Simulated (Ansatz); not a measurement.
**[AlH4]− (SMILES [AlH4-]) at wB97X/6-31G**

Aim: the energy change on altering one bond length of [AlH4]− at wB97X/6-31G, from 2 runs. 

The calculation is run with Ansatz 0.2.0.

2 further runs of the same task are left out: 2 set aside as unsound or not needed.

## Step 1: The molecule

[AlH4]−: 5 atoms, total charge -1, spin state singlet. As SMILES, `[AlH4-]`. The shape comes from GFN2-xTB, which is rough for such elements, and wasn't checked as a minimum.

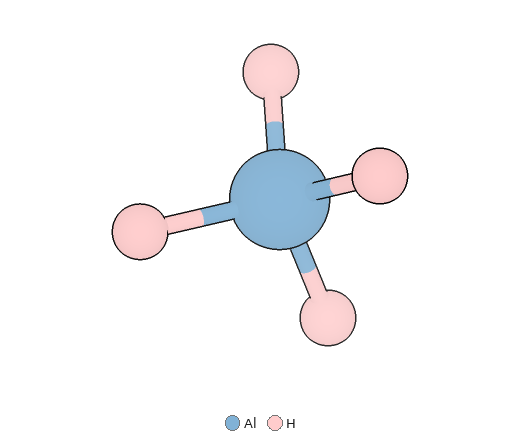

Viewed from a chosen angle; aluminium light blue, hydrogen pink.

## Step 2: The energy at wB97X/6-31G

molecule.yaml reads:

```yaml
crystal:
  periodic: [false, false, false]
  atoms:
    - symbol: Al
      position_ang: [-0.000020, 0.000060, -0.001080]
    - symbol: H
      position_ang: [1.443510, -0.504270, 0.556410]
    - symbol: H
      position_ang: [-1.182970, -0.604500, 0.939130]
    - symbol: H
      position_ang: [-0.203840, -0.517130, -1.530710]
    - symbol: H
      position_ang: [-0.056670, 1.625850, 0.036250]
basis:
  gaussian:
    orbitals: 6-31G
hamiltonian:
  xc: {name: wB97X}
accuracy: high
total_charge: -1
```

Launch:

```bash
$ ansatz run molecule.yaml --threads 1 --pin off --max-ram 2610MiB --events-out events.jsonl --progress --plain --runs-dir runs
```

The log of the run:

```text
Warning: RAYON_NUM_THREADS=1 ignored (pool sized by the plan → 1); use --threads N
Functional definition: wB97X
  name "wB97X"
  parameter omega = 0.3/bohr
  parameter cx = 0.157706
  parameter cx1 = 0.726479
  parameter cx2 = 1.04760
  parameter cx3 = -5.70635
  parameter cx4 = 13.2794
  parameter css1 = -4.33879
  parameter css2 = 18.2308
  parameter css3 = -31.7430
  parameter css4 = 17.2901
  parameter cos1 = 2.37031
  parameter cos2 = -11.3995
  parameter cos3 = 6.58405
  parameter cos4 = -3.78132
  exchange = spin_sum(e_x_unif_sr(omega)*poly(b97_u_x, 1 - cx, cx1, cx2, cx3, cx4)) + cx*exact_x_sr(omega)
      + exact_x_lr(omega)
  correlation = spin_sum(e_c_pw_same_spin*poly(b97_u_same, 1, css1, css2, css3, css4))
      + integral(e_c_pw_opposite_spin*poly(b97_u_opposite, 1, cos1, cos2, cos3, cos4))
483 factors; integrals over basis functions are off by at most 2.7e-9 eV
217 factors; integrals over basis functions are off by at most 2.5e-9 eV
mean field evaluation 1: about -6660.8352 eV, gradient 6.2e0 eV
mean field evaluation 2: about -6661.0642 eV, gradient 1.4e0 eV
mean field evaluation 4: about -6661.0792 eV, gradient 3.1e-1 eV
mean field evaluation 8: about -6661.0800 eV, gradient 4.1e-4 eV
mean field -6661.07995834 eV, -244.7901734269 hartree, gradient 5.4e-8 eV, S^2 0.000000; 0 other end points of the search recorded, 0 dependent functions left out
reference -6661.07995484 eV, -244.7901732983 hartree; 9, 9 occupied and 12, 12 virtual orbitals, 483 factors
Total energy: -6661.07995484 eV, -244.7901732983 hartree
```

Wall time 4.2 s (1 thread of Arm Neoverse V1, shared host); peak memory 0.23 GiB.

## Step 3: The distorted shape, same level

input.yaml reads:

```yaml
crystal:
  periodic: [false, false, false]
  atoms:
    - {symbol: Al, position_ang: [-0.360868, 0.126130, -0.140439]}
    - {symbol: H, position_ang: [1.443510, -0.504270, 0.556410]}
    - {symbol: H, position_ang: [-1.543818, -0.478430, 0.799771]}
    - {symbol: H, position_ang: [-0.564688, -0.391060, -1.670069]}
    - {symbol: H, position_ang: [-0.417518, 1.751920, -0.103109]}
basis:
  gaussian: {orbitals: 6-31G}
total_charge: -1
hamiltonian: {xc: {name: wB97X}}
accuracy: high
```

Launch:

```bash
$ ansatz run input.yaml --threads 1 --pin off --max-ram 2610MiB --events-out events.jsonl --progress --plain --runs-dir runs
```

The log of the run (excerpt; [...] marks lines left out):

```text
Warning: RAYON_NUM_THREADS=1 ignored (pool sized by the plan → 1); use --threads N
[... 2 set-up lines as earlier in the session ...]
[...]
      + exact_x_lr(omega)
[...]
      + integral(e_c_pw_opposite_spin*poly(b97_u_opposite, 1, cos1, cos2, cos3, cos4))
482 factors; integrals over basis functions are off by at most 2.8e-9 eV
216 factors; integrals over basis functions are off by at most 2.4e-9 eV
[...]
mean field -6660.66781829 eV, -244.7750275593 hartree, gradient 2.6e-8 eV, S^2 0.000000; 0 other end points of the search recorded, 0 dependent functions left out
reference -6660.66781476 eV, -244.7750274296 hartree; 9, 9 occupied and 12, 12 virtual orbitals, 482 factors
Total energy: -6660.66781476 eV, -244.7750274296 hartree
```

It took 4.8 s on 1 thread of Arm Neoverse V1, shared host; peak memory 0.23 GiB.

## Step 4: Results

At wB97X/6-31G:

| quantity | value |
| --- | --- |
| first shape: total energy | -244.79017 Eh |
| distorted shape: total energy | -244.77503 Eh |
| energy change with the Al1–H2 bond stretched from 1.628 to 2.034 Å | 0.412 eV |

**Reading.** With the Al1–H2 bond stretched from 1.628 to 2.034 Å the energy rises by 0.41 eV (39.8 kJ/mol). The first shape isn't relaxed at this level, so the change isn't measured from a minimum.
